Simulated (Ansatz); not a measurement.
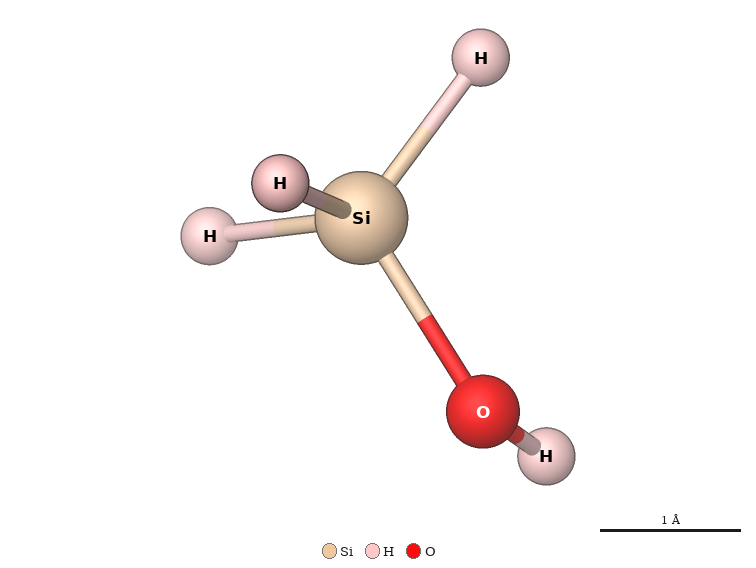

Atoms fade into the background with distance from the viewer. The computed structure is the end point of a PBE0-D4/def2-TZVP optimisation. Masses are those of the most abundant isotopes; constants are for the rigid equilibrium geometry.

Q: What kind of rotor is it, and what are its rotational constants in GHz?

A: An asymmetric top (Cs): A = 77.0, B = 13.9, C = 13.6 GHz. Ray's parameter κ is −0.99, close to the prolate limit.
